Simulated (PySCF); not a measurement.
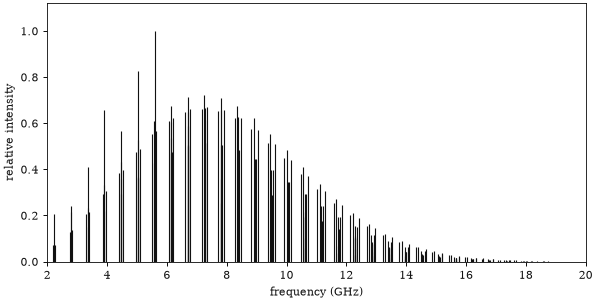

Simulated rotational absorption lines between 2 and 20 GHz at 1.5 K: rigid rotor with the equilibrium constants and dipole of one optimised conformer (PBE0-D3(BJ)/def2-SVP, PySCF), commonest isotopes; no centrifugal distortion, hyperfine structure, internal rotation or nuclear-spin weights; lines within 1 MHz of each other are summed.

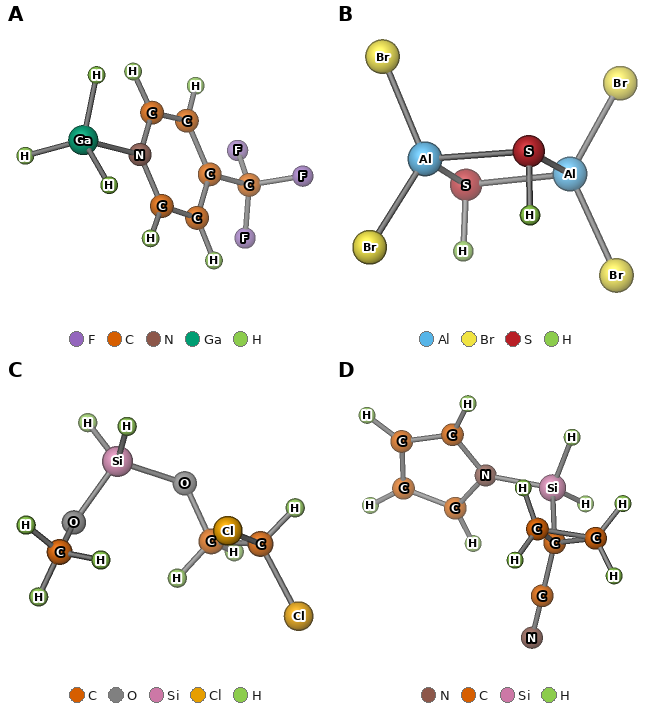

Question: Which molecule gives this spectrum? The candidates are drawn in the second picture.

Answer: Structure A, C₆H₇F₃GaN, SMILES FC(F)(F)c1cc[n+]([GaH3-])cc1, singlet. Rotational constants A, B, C = 2.804, 0.2859, 0.2728 GHz, |μa|, |μb|, |μc| = 4.29, 0.01, 0.01 D.

Caveats: coarse grid, loose stop and no frequency check, small forces are noise and the end may be a saddle.
